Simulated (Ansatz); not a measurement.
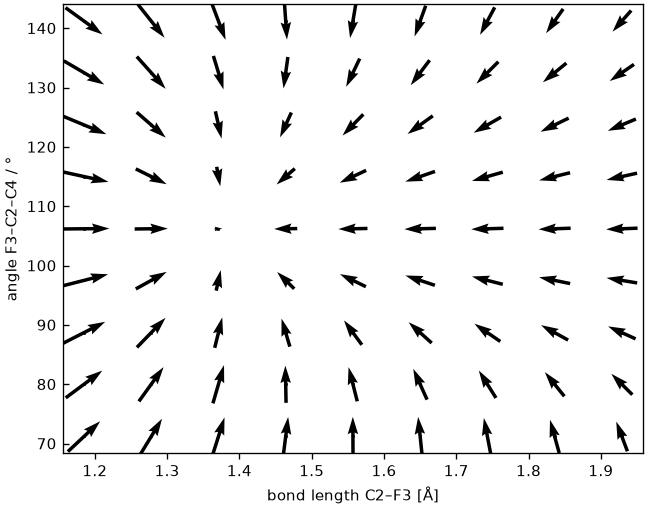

C₂H₄FNS, SMILES NC(F)C=S. Coordinates scanned: (1) bond length C2–F3; (2) angle F3–C2–C4. Nothing is relaxed (all other coordinates rigid). The grid has 9 × 9 points. Points are written as (first, second). All numbers below come from Ansatz 0.2.0, RHF/def2-TZVP.

In the figure: dots at the grid points, arrows along the force (downhill), their lengths compressed.

> The arrows alone are given. Where is the energy lowest?

The arrows converge at about (1.378 Å, 106°) (read from the interpolated surface).

The energy map of the same scan:

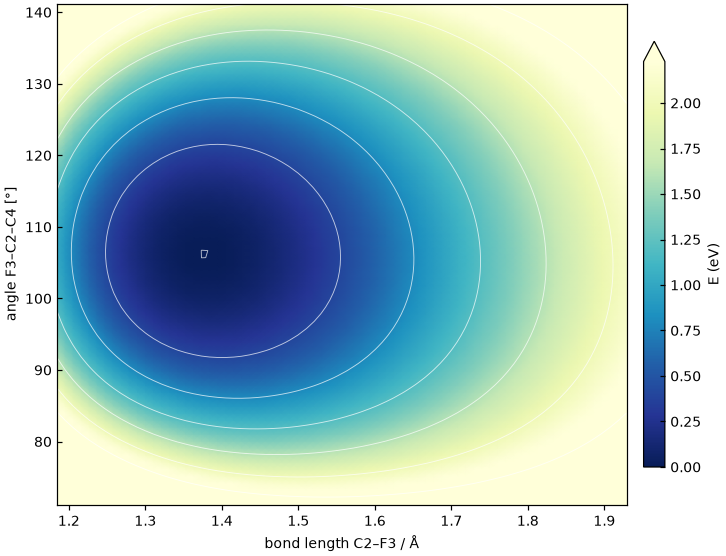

Energies are in eV, from the lowest grid point; between grid points the surface is interpolated.
